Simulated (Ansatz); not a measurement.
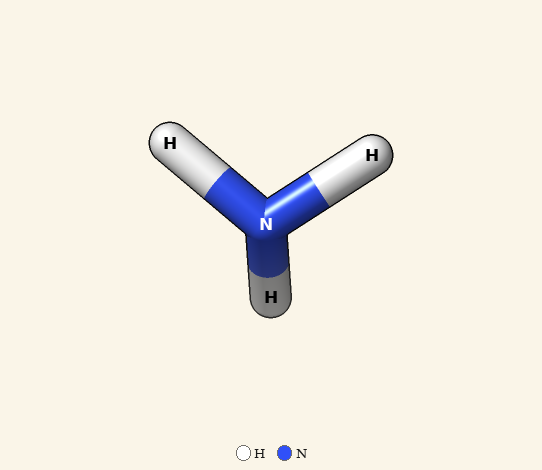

The computed structure is the end point of a PBE0-D4/def2-TZVP optimisation.

Description:

Formula NH₃. This geometry has C3v symmetry. Coordination: 1 N trigonal pyramidal.

The parts below concern this one geometry. Atoms keep their numbers from picture to picture.

## Geometry

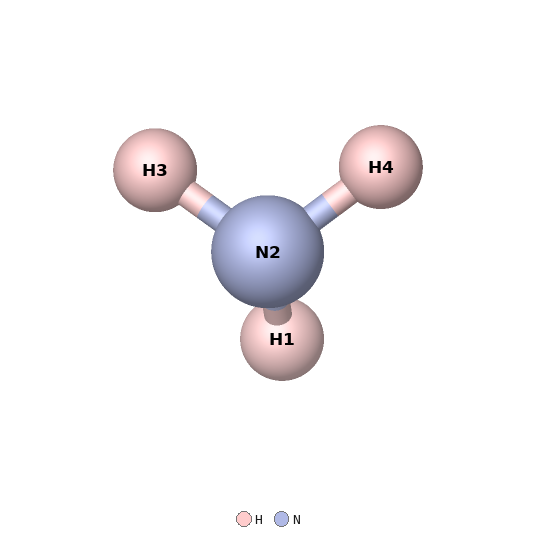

Numbered structure.

What are the angles H1–N2–H3?

```csv
angle,degrees
H1–N2–H3,107.1
```

## Thermal motion

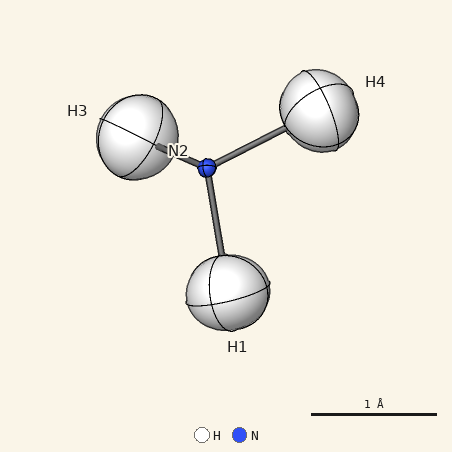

Displacement ellipsoids at the 50 % level, enlarged 3 times, from the internal vibrations of the free molecule (harmonic, no overall translation or rotation; no half-axis is drawn under 0.075 Å). Vibrations computed with RKS PBE0-D4/def2-TZVP (Ansatz 0.2.0). Temperature: 200 K.

List U_eq and the three principal root-mean-square amplitudes for each kind of atom.

| atom | U_eq (Å²) | rms amplitudes (Å) |
| --- | --- | --- |
| H1, H3, H4 | 0.0051 | 0.066, 0.073, 0.074 |
| N2 | 0.00011 | 0.008, 0.008, 0.014 |

## Charges

The questions are on Mulliken charges. Level of theory: RKS PBE0-D4/def2-TZVP (Ansatz 0.2.0).

List the Mulliken charges.

| atom | value (e) |
| --- | --- |
| H1 | 0.23 |
| N2 | −0.70 |
| H3 | 0.23 |
| H4 | 0.23 |

## Vibrations

Harmonic vibrations computed with RKS PBE0-D4/def2-TZVP (Ansatz 0.2.0) at a stationary point of the same level.

> How many vibrational modes are there, and where do they lie?

6 modes: 1031, 1670, 1670, 3502, 3631, 3631 cm⁻¹.

Mulliken values depend strongly on the basis set and can even reverse the polarity of a bond.
